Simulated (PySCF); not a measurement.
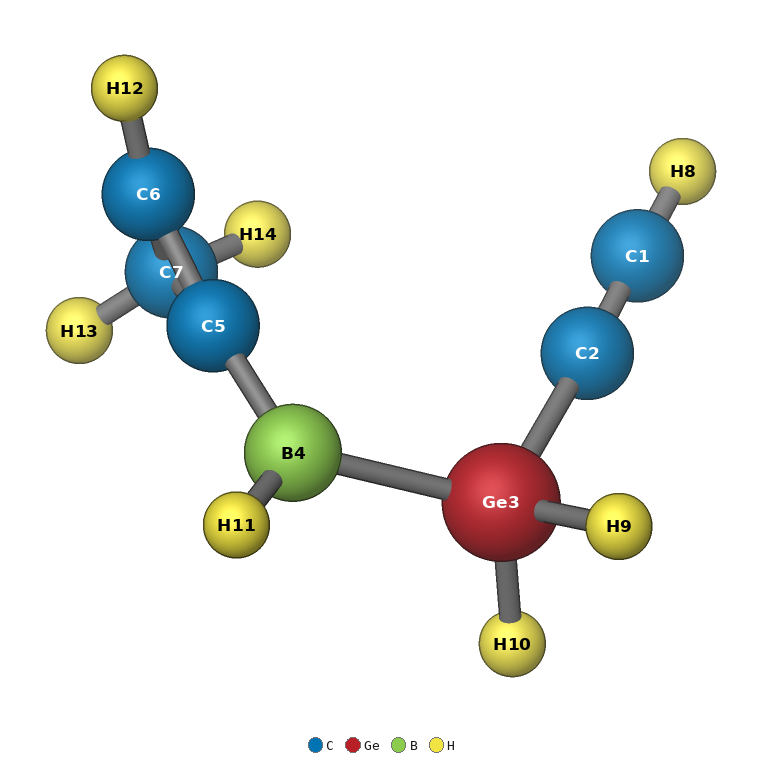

Computed geometry: GFN2-xTB optimisation. No frequency run is at hand to confirm it as a minimum. Method: B3LYP/pcJ-1 (pcSseg-1 on Ge) indirect spin-spin coupling, non-relativistic, gas phase (PySCF 2.14.0). Isotopes: 11B, 13C, 1H.

Give the spin–spin coupling constants of these pairs, with the number of bonds between them: B4/H11, B4/C5, C1/B4, B4/H12.

```csv
pair,bonds apart,J (Hz)
"B4, H11",1,144.7
"B4, C5",1,93.2
"C1, B4",3,1.5
"B4, H12",3,1.0
```

The geometry is semi-empirical. Around B, Ge such bond lengths and angles can be off by a tenth of an ångström or more and by several degrees, and values that hang on the shape move with them.
